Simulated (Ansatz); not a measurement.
# SiH (quartet): from Hartree-Fock to the top rungs at distance Si1–H2 = 1.623 Å, cc-pVQZ

Aim: climb from Hartree-Fock through coupled cluster and multireference methods for SiH (quartet) at one geometry and basis, and see what each rung misses.

Program: Ansatz 0.2.0, Gaussian basis. Level of theory: cc-pVQZ, core rule «outside noble gas», up to 5 orbitals frozen. These are calculated values, not measurements.

To be run: UHF; CCSD(T) on ROHF; CCSD(T) on UHF; BCCD(T) on ROHF; CCSDT(Q) on ROHF; CCSDT(Q) on UHF; CASSCF and MRCISD+Q, 5 electrons in 5 orbitals; CASSCF and NEVPT2, 5 electrons in 5 orbitals.

10 further runs of the same task are left out: 10 that didn't finish. Runs told in other sessions of the task aren't counted.

**1. The system**

The geometry derives from a PBE0/def2-TZVP stationary point (not a proven minimum). One bond is set to the value named and the two fragments are kept rigid.

2 atoms, charge 0, spin multiplicity 4.

Atoms are counted from 1 here; the program's logs count them from 0.

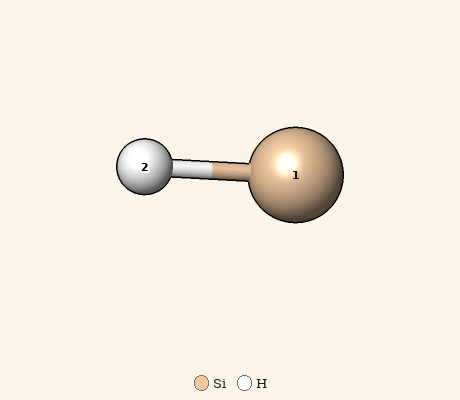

The structure; silicon light orange, hydrogen white; atoms are numbered from 1 in the order of the file.

**2. UHF**

Input file in.yaml:

```yaml
crystal:
  periodic: [false, false, false]
  atoms:
    - {symbol: Si, position_ang: [0.000000, 0.000000, 0.000000]}
    - {symbol: H, position_ang: [0.000000, 0.000000, 1.623000]}
basis:
  gaussian: {orbitals: cc-pVQZ}
magnetization: {spin_polarized: true, initial_magnetization: 3}
hamiltonian: {xc: hf}
output: {orbitals: {seedname: orbitals}}
```

The run is started by

```bash
ansatz run in.yaml --threads 1 --pin off --events-out ev --progress --plain --max-ram 4096MiB --backend cpu
```

The runs that follow: CCSD(T) on ROHF; CCSD(T) on UHF; BCCD(T) on ROHF; CCSDT(Q) on ROHF; CCSDT(Q) on UHF; CASSCF and MRCISD+Q, 5 electrons in 5 orbitals; CASSCF and NEVPT2, 5 electrons in 5 orbitals.

Q: Predict the results of all the runs planned. Wanted: UCCSDT(Q) from the RHF energy; RMP2 from UCCSDT(Q); UMP2 from UCCSDT(Q); RCCSD from UCCSDT(Q); RCCSD(T) from UCCSDT(Q); UCCSD(T) from UCCSDT(Q); RCCSDT(Q) from UCCSDT(Q); NEVPT2 valence from UCCSDT(Q); MRCISD+Q valence from UCCSDT(Q).

The runs gave:

| quantity | value |
| --- | --- |
| UCCSDT(Q) from the ROHF energy | -2.4835 eV |
| RMP2 from UCCSDT(Q) | +633.5 meV |
| UMP2 from UCCSDT(Q) | +623.8 meV |
| RCCSD from UCCSDT(Q) | +128.4 meV |
| RCCSD(T) from UCCSDT(Q) | +29.3 meV |
| UCCSD(T) from UCCSDT(Q) | +27.6 meV |
| RCCSDT(Q) from UCCSDT(Q) | +1.8 meV |
| NEVPT2 valence from UCCSDT(Q) | +584.5 meV |
| MRCISD+Q valence from UCCSDT(Q) | +66.9 meV |
| levels within 1 kcal/mol (43 meV) | RCCSD(T), UCCSD(T), BCCD(T), RCCSDT, UCCSDT, RCCSDT(Q) |
| T1 diagnostic | 0.043 |
| effectively unpaired electrons | 3.01 |

RCCSD(T) misses by +29.3 meV, 1.2 % of the correlation energy. The occupations are near whole numbers, but T1 = 0.043 shows that the orbitals relax strongly. Of the multireference levels listed MRCISD+Q valence comes nearest in total energy (+66.9 meV), which doesn't show that its space is the better one. These misses are within one basis, not against nature; the frozen cores of restricted and unrestricted runs differ, which can shift their rows.
